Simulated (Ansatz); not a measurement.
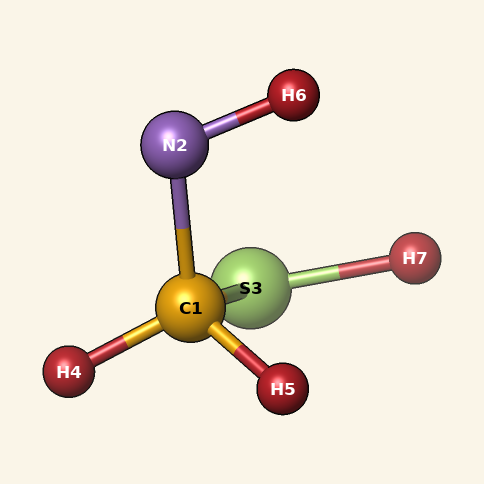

S3 lies behind C1. The molecule seen a little off the C1–S3 bond, C1 in front. Distant atoms are faded towards the background colour. State: neutral, doublet. Computed geometry: PBE0-D4/def2-TZVP optimisation.

**What is the torsion angle N2–C1–S3–H7? The sign is positive where the front bond must turn clockwise to cover the back bond.**

79°, synclinal (gauche).
